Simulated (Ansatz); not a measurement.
# CH5FOSi (SMILES CO[SiH2]F) at B3LYP/def2-SVP

Aim: the vertical ionisation energy of CH5FOSi at B3LYP/def2-SVP, from 2 runs. 

The results are computed with Ansatz 0.2.0.

128 further runs of the same task are left out: 128 set aside as unsound or not needed. Runs told in other sessions of the task aren't counted.

### 1 Starting point

CH5FOSi: 9 atoms, total charge 0, spin state singlet. As SMILES, `CO[SiH2]F`. The shape is that of a PBE0-D4/def2-TZVP optimisation. This is one conformer, not always the lowest.

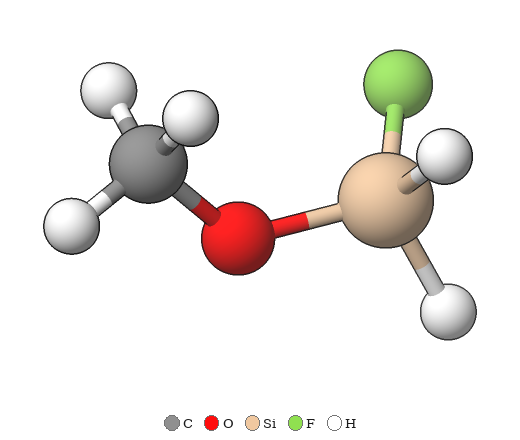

The structure, seen from a chosen angle (carbon grey, oxygen red, silicon light orange, fluorine green, hydrogen white).

### 2 The energy at B3LYP/def2-SVP

Input file run.yaml:

```yaml
crystal:
  periodic: [false, false, false]
  atoms:
    - {symbol: C, position_ang: [-0.280200, 1.150700, -0.688400]}
    - {symbol: O, position_ang: [-0.743600, -0.064200, -0.138000]}
    - {symbol: Si, position_ang: [0.168900, -1.127700, 0.679900]}
    - {symbol: F, position_ang: [1.202000, -1.865200, -0.290100]}
    - {symbol: H, position_ang: [0.189600, 0.979000, -1.660800]}
    - {symbol: H, position_ang: [-1.135900, 1.813600, -0.823000]}
    - {symbol: H, position_ang: [0.443400, 1.643500, -0.029000]}
    - {symbol: H, position_ang: [-0.748200, -2.141700, 1.231900]}
    - {symbol: H, position_ang: [0.992400, -0.434200, 1.700300]}
basis:
  gaussian: {orbitals: def2-SVP}
hamiltonian: {xc: {name: B3LYP}}
accuracy: high
output: {orbitals: {seedname: orbitals}}
```

Started as:

```console
$ ansatz run run.yaml --threads 1 --pin off --max-ram 3480MiB --events-out events.jsonl --progress --plain --runs-dir runs
```

The program printed:

```text
Warning: RAYON_NUM_THREADS=1 ignored (pool sized by the plan → 1); use --threads N
Functional definition: B3LYP
  name "B3LYP"
  parameter a0 = 0.2
  parameter ax = 0.72
  parameter ac = 0.81
  exchange = (1 - a0 - ax)*slater_x + ax*b88_x + a0*exact_x
  correlation = (1 - ac)*vwn_rpa_c + ac*lyp_c
1923 factors; integrals over basis functions are off by at most 3.8e-9 eV
mean field evaluation 1: about -13750.5074 eV, gradient 5.3e1 eV
mean field evaluation 2: about -13743.3847 eV, gradient 8.3e1 eV
mean field evaluation 4: about -13755.6501 eV, gradient 3.7e0 eV
mean field evaluation 8: about -13755.8473 eV, gradient 2.9e-1 eV
mean field evaluation 16: about -13755.8474 eV, gradient 5.2e-6 eV
mean field -13755.84742491 eV, -505.5180688170 hartree, gradient 2.3e-8 eV, S^2 0.000000; 0 other end points of the search recorded, 0 dependent functions left out
reference -13755.84746435 eV, -505.5180702665 hartree; 21, 21 occupied and 64, 64 virtual orbitals, 1923 factors
Total energy: -13755.84746435 eV, -505.5180702665 hartree
```

Run time: 7.2 s. Hardware: 1 thread of Arm Neoverse V2, shared host; peak memory 0.27 GiB.

### 3 The doublet cation at the same level

Input file input.yaml:

```yaml
crystal:
  periodic: [false, false, false]
  atoms:
    - symbol: C
      position_ang: [-0.280200, 1.150700, -0.688400]
    - symbol: O
      position_ang: [-0.743600, -0.064200, -0.138000]
    - symbol: Si
      position_ang: [0.168900, -1.127700, 0.679900]
    - symbol: F
      position_ang: [1.202000, -1.865200, -0.290100]
    - symbol: H
      position_ang: [0.189600, 0.979000, -1.660800]
    - symbol: H
      position_ang: [-1.135900, 1.813600, -0.823000]
    - symbol: H
      position_ang: [0.443400, 1.643500, -0.029000]
    - symbol: H
      position_ang: [-0.748200, -2.141700, 1.231900]
    - symbol: H
      position_ang: [0.992400, -0.434200, 1.700300]
basis:
  gaussian: {orbitals: def2-SVP}
total_charge: 1
magnetization: {spin_polarized: true, initial_magnetization: 1}
hamiltonian: {xc: {name: B3LYP}}
accuracy: high
output: {orbitals: {seedname: orbitals}}
```

Started as:

```console
$ ansatz run input.yaml --threads 1 --pin off --max-ram 3480MiB --events-out events.jsonl --progress --plain --runs-dir runs
```

The program printed (excerpt; [...] marks lines left out):

```text
Warning: RAYON_NUM_THREADS=1 ignored (pool sized by the plan → 1); use --threads N
[... 7 set-up lines as earlier in the session ...]
1923 factors; integrals over basis functions are off by at most 3.8e-9 eV
mean field evaluation 1: about -13728.3615 eV, gradient 6.4e1 eV
mean field evaluation 2: about -13655.6582 eV, gradient 1.4e2 eV
mean field evaluation 4: about -13740.6905 eV, gradient 3.1e1 eV
mean field evaluation 8: about -13744.6576 eV, gradient 1.1e0 eV
mean field evaluation 16: about -13744.8390 eV, gradient 2.8e-2 eV
mean field evaluation 32: about -13744.8391 eV, gradient 7.0e-6 eV
mean field -13744.83908686 eV, -505.1135198554 hartree, gradient 5.1e-8 eV, S^2 0.756087; 2 other end points of the search recorded, 0 dependent functions left out
reference -13744.83912627 eV, -505.1135213039 hartree; 21, 20 occupied and 64, 65 virtual orbitals, 1923 factors
Total energy: -13744.83912627 eV, -505.1135213039 hartree
```

Wall time 20 s (1 thread of Arm Neoverse V2, shared host); peak memory 0.39 GiB.

### 4 Results

At B3LYP/def2-SVP:

| quantity | value |
| --- | --- |
| singlet CH5FOSi: total energy | -505.51807 Eh |
| singlet CH5FOSi: HOMO energy | -8.38 eV |
| singlet CH5FOSi: LUMO energy | 1.24 eV |
| singlet CH5FOSi: HOMO–LUMO gap | 9.62 eV |
| doublet cation: total energy | -505.11352 Eh |
| doublet cation: HOMO energy (highest over α and β) | -15.26 eV |
| doublet cation: LUMO energy (lowest over α and β) | -13.59 eV |
| doublet cation: ⟨S²⟩ | 0.756 |
| vertical ionisation energy (to the doublet cation) | 11.008 eV |

The vertical ionisation energy comes to 11.01 eV (1062 kJ/mol). The negative HOMO energy of the first species, 8.38 eV, lies 2.63 eV below that difference.
